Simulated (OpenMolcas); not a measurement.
# B3H3O3 (SMILES B1OBOBO1): levels of theory compared

Aim: a comparison of 6 runs (HF/STO-3G, HF/6-31G*, BHLYP/6-31G*, PBE/6-31G*, PBE0/6-31G*, B3LYP/6-31G*) of B3H3O3. 

The calculation is run with OpenMolcas 26.06.

1 further run of the same task is left out (set aside as unsound or not needed).

## 1. Starting point

The species is B3H3O3 (9 atoms), meant as a singlet with charge 0. As SMILES, `B1OBOBO1`. The B5–H9 distance was set to 1.786 Å, away from the relaxed value. At this shape a bond of the SMILES string is far longer than usual.

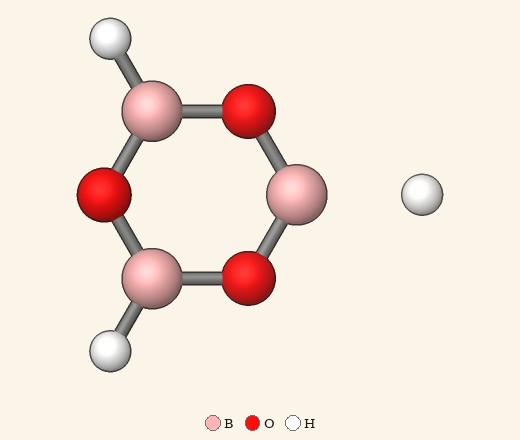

The structure, seen from a chosen angle (boron pink, oxygen red, hydrogen white).

## 2. A single-point energy at HF/STO-3G (run 1)

Contents of job.input:

```
* B3H3O3 Hartree-Fock

&GATEWAY
  BasLib=$CurrDir
  Coord
  9
  angstrom
  B        1.567835      -0.341975      -0.696285
  O        0.879035      -1.511275      -0.896385
  B       -0.420665      -1.630475      -0.473885
  O       -1.031165      -0.573175       0.151615
  B       -0.348565       0.599125       0.355315
  O        0.950835       0.711125      -0.069985
  H        2.695535      -0.241575      -1.064185
  H       -1.015665      -2.646475      -0.649085
  H       -1.147300       1.972500       1.170100
  Basis=STO-3G
  Group=NoSym

&SEWARD

&SCF
  Thresholds=1e-10 1e-07 1e-07 1e-05
  PrOrbitals=0
```

The basis set STO-3G is read from a file made from the Basis Set Exchange's data (not shown).

Launch:

```bash
$ export MOLCAS_MEM=1860
$ pymolcas job.input > job.log
```

Standard output:

```text
--- Start Module: gateway ---
[...]
--- Stop Module: gateway /rc=_RC_ALL_IS_WELL_ ---
--- Start Module: seward ---
[...]
      Basis functions           33
--- Stop Module: seward /rc=_RC_ALL_IS_WELL_ ---
--- Start Module: scf ---
[...]
       Convergence after  11 Iterations
[...]
::    Total SCF energy                               -296.6302779504
[...]
      Total spin, S                                     0.0000000000
[...]
      Total electronic charge=   42.000000
      Total            charge=   -0.000000
[...]
      Dipole Moment (debye):
      Origin of the operator (angstrom)=    0.2630   -0.4523   -0.2683
                   X=  2.2800E-01               Y= -3.9316E-01               Z= -2.3347E-01           Total=  5.1095E-01
      Quadrupole Moment (debye*angstrom):
[...]
--- Stop Module: scf /rc=_RC_ALL_IS_WELL_ ---
[...]
```

Wall time 1.3 s (1 thread of Intel Xeon 6975P-C (Granite Rapids), shared host); peak memory 0.37 GiB.

## 3. The energy at HF/6-31G(d) (spherical functions) (run 2)

Contents of mol.input:

```
>>> EXPORT MOLCAS_PRINT=2
&GATEWAY
BasLib = $CurrDir
Coord
9
bohr
B      2.96277876    -0.64623909    -1.31578795
O      1.66113540    -2.85589585    -1.69392215
B     -0.79494164    -3.08115120    -0.89551286
O     -1.94861944    -1.08314377     0.28651083
B     -0.65869239     1.13218216     0.67144804
O      1.79681774     1.34383149    -0.13225248
H      5.09382291    -0.45651059    -2.01101820
H     -1.91932868    -5.00111295    -1.22659288
H     -2.16808278     3.72748478     2.21116854
Basis = 6-31Gs
Group = NoSym
&SEWARD
&SCF
Thresholds = 1e-10 1e-07 1e-07 1e-05
PrOrbitals = 1 1
```

The basis set 6-31G* is read from a file made from the Basis Set Exchange's data (not shown).

Launch:

```bash
$ export MOLCAS_MEM=1860
$ pymolcas mol.input > mol.log
```

Standard output:

```text
--- Start Module: gateway ---
[...]
--- Stop Module: gateway /rc=_RC_ALL_IS_WELL_ ---
--- Start Module: seward ---
[...]
      Basis functions           90
--- Stop Module: seward /rc=_RC_ALL_IS_WELL_ ---
[...]
--- Start Module: scf ---
[...]
       Convergence after  12 Iterations
[...]
::    Total SCF energy                               -300.6178425165
[...]
      Total spin, S                                     0.0000000000
[...]
      Total electronic charge=   42.000000
      Total            charge=   -0.000000
[...]
      Dipole Moment (debye):
      Origin of the operator (angstrom)=    0.2630   -0.4523   -0.2683
                   X=  5.0171E-01               Y= -8.6411E-01               Z= -5.1279E-01           Total=  1.1231E+00
      Quadrupole Moment (debye*angstrom):
[...]
--- Stop Module: scf /rc=_RC_ALL_IS_WELL_ ---
[...]
```

It took 5.4 s on 1 thread of Intel Xeon 6975P-C (Granite Rapids), shared host; peak memory 0.49 GiB.

Runs 3 to 5 aren't shown in full; the table further down has their settings and results.

## 4. The energy at B3LYP/6-31G(d) (Cartesian functions) (run 6)

Contents of test.inp:

```
* B3H3O3 Kohn-Sham DFT
&GATEWAY
BasLib=$CurrDir
BasisSet
B.6-31Gs....
B1 1.567835 -0.341975 -0.696285 angstrom
B3 -0.420665 -1.630475 -0.473885 angstrom
B5 -0.348565 0.599125 0.355315 angstrom
End of Basis
BasisSet
O.6-31Gs....
O2 0.879035 -1.511275 -0.896385 angstrom
O4 -1.031165 -0.573175 0.151615 angstrom
O6 0.950835 0.711125 -0.069985 angstrom
End of Basis
BasisSet
H.6-31Gs....
H7 2.695535 -0.241575 -1.064185 angstrom
H8 -1.015665 -2.646475 -0.649085 angstrom
H9 -1.147300 1.972500 1.170100 angstrom
End of Basis
&SEWARD
GridInput
Grid=UltraFine
End of Grid
&SCF
KSDFT=B3LYP
Thresholds=1e-10 1e-07 1e-07 1e-05
PrOrbitals=0
```

The basis set 6-31G* is read from a file made from the Basis Set Exchange's data (not shown).

Launch:

```bash
$ export MOLCAS_MEM=1860
$ pymolcas test.inp > test.log
```

Standard output:

```text
--- Start Module: gateway ---
[...]
--- Stop Module: gateway /rc=_RC_ALL_IS_WELL_ ---
--- Start Module: seward ---
[...]
      Basis functions           96
--- Stop Module: seward /rc=_RC_ALL_IS_WELL_ ---
[...]
--- Start Module: scf ---
[...]
       Convergence after  14 Iterations
[...]
::    Total KS-DFT energy                            -302.2484025960
[...]
      Total spin, S                                     0.0000000000
[...]
      Total electronic charge=   42.000000
      Total            charge=   -0.000000
[...]
      Dipole Moment (debye):
      Origin of the operator (angstrom)=    0.2630   -0.4523   -0.2683
                   X=  4.4630E-01               Y= -7.6863E-01               Z= -4.5607E-01           Total=  9.9899E-01
      Quadrupole Moment (debye*angstrom):
[...]
--- Stop Module: scf /rc=_RC_ALL_IS_WELL_ ---
[...]
```

Run time: 25 s. Hardware: 1 thread of Intel Xeon 6975P-C (Granite Rapids), shared host; peak memory 0.53 GiB.

## 5. The series

```
run                               level  integration grid  Cartesian functions  energy (Eh)  dipole moment (D)  HOMO energy (eV)  LUMO energy (eV)  wall time
  1                           HF/STO-3G                 –                   no  -296.630278               0.51             -8.91              7.16      1.3 s
  2     HF/6-31G* (spherical functions)                 –                   no  -300.617843               1.12            -11.38              3.65      5.4 s
  3  BHLYP/6-31G* (spherical functions)         UltraFine                   no  -302.096555               1.01             -9.54              0.74       20 s
  4    PBE/6-31G* (spherical functions)         UltraFine                   no  -301.864979               0.97             -7.04             -1.59       23 s
  5   PBE0/6-31G* (spherical functions)         UltraFine                   no  -301.884913               0.97             -8.37             -0.50       22 s
  6  B3LYP/6-31G* (Cartesian functions)         UltraFine                  yes  -302.248403               1.00             -8.12             -0.70       25 s
```

## 6. What came out

```
            quantity          value
 run 6: total energy  -302.24840 Eh
run 6: dipole moment         1.00 D
  run 6: HOMO energy       -8.12 eV
  run 6: LUMO energy       -0.70 eV
run 6: HOMO–LUMO gap        7.42 eV
```

The dipole moment (its size) runs from 0.51 D (HF/STO-3G) to 1.12 D (HF/6-31G*). The HOMO–LUMO gap runs from 5.45 eV (PBE/6-31G*) to 16.07 eV (HF/STO-3G). The two ends differ in method and basis. Totals of different functionals can't be ranked against each other. In run 1 the basis is minimal, so the values are rough. All runs together took 97 s, the longest 25 s.
